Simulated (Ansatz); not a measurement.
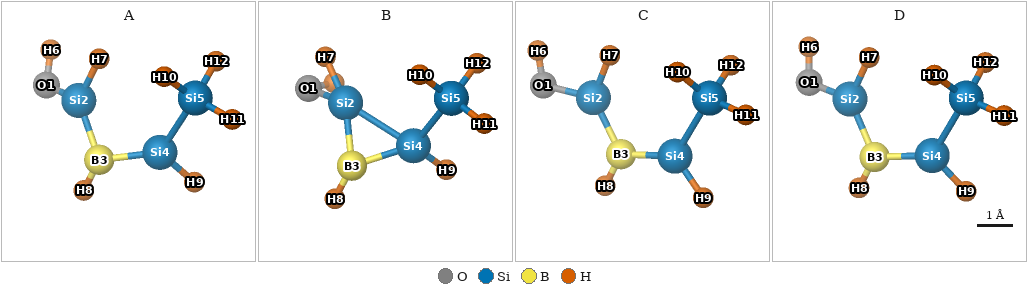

4 geometries from a converged minimum-energy path of BSi3H7O, shuffled. A ball-and-stick model, seen at a tilt.

Level of theory: RKS PBE-D4/STO-3G in Ansatz. Set-up: 9 movable images; climbing image; force threshold 0.03 eV/Å; iteration limit 60; starting path through a guess of the saddle point.

### Which of them lies highest in energy?

B. In order along the path, whose images run from 0 to 10: C (image 0, 0.00 eV), D (image 1, +0.04 eV), A (image 2, +0.16 eV), B (image 5, +2.97 eV). A hydrogen atom shifts from one atom to another. Breaking: Si2–H7 (1.47 → 1.58 at the top → 2.33 Å). Forming: O1–H7 (2.58 → 1.41 at the top → 1.04 Å).

Limits of the set-up: STO-3G is a minimal basis, so the numbers are rough.

The run took 11 min on 1 thread of Arm Neoverse V1, with other jobs on the host, peak memory 0.1 GiB.
